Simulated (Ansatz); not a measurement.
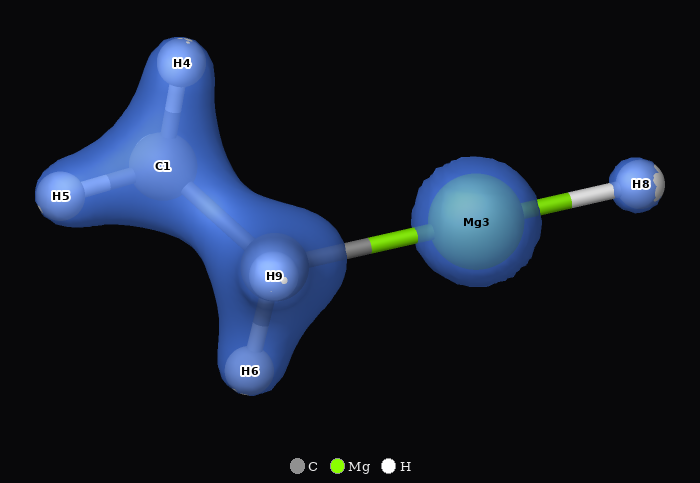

C2H6Mg (SMILES C[CH2][MgH]). Isosurface of the electron density at 1 e/Å³ (blue), seen at a tilt.

Geometry: PBE0-D4/def2-TZVP.

These are results of isolated molecule in a Gaussian basis; Kohn-Sham density functional theory, functional PBE0 in Ansatz, not measurements.

```yaml
atoms:
  - { symbol: C, position_ang: [-0.2040, 1.5076, -0.1836] }
  - { symbol: C, position_ang: [-0.9408, 0.3563, 0.5059] }
  - { symbol: Mg, position_ang: [-0.4877, -1.5798, -0.1681] }
  - { symbol: H, position_ang: [0.8819, 1.4271, -0.0707] }
  - { symbol: H, position_ang: [-0.4871, 2.4897, 0.2146] }
  - { symbol: H, position_ang: [-2.0244, 0.5056, 0.4099] }
  - { symbol: H, position_ang: [-0.4042, 1.5384, -1.2594] }
  - { symbol: H, position_ang: [-0.1169, -3.1574, -0.7191] }
  - { symbol: H, position_ang: [-0.7497, 0.3945, 1.5865] }
```

How is the density connected at this value?

Answer. At this value the surface falls into three separate pieces. It bridges the sampled C–C (1.53 Å) and C–H (1.09 Å) contacts, where the density stays above the isovalue. It is pinched off along the sampled C–Mg (2.10 Å) and Mg–H (1.71 Å) contacts. On the grid the lowest density along these lines, outside the cores, is 1.6 e/Å³ (C–C, 1.53 Å), 0.42 e/Å³ (C–Mg, 2.10 Å), 1.8 e/Å³ (C–H, 1.09 Å) and 0.36 e/Å³ (Mg–H, 1.71 Å).
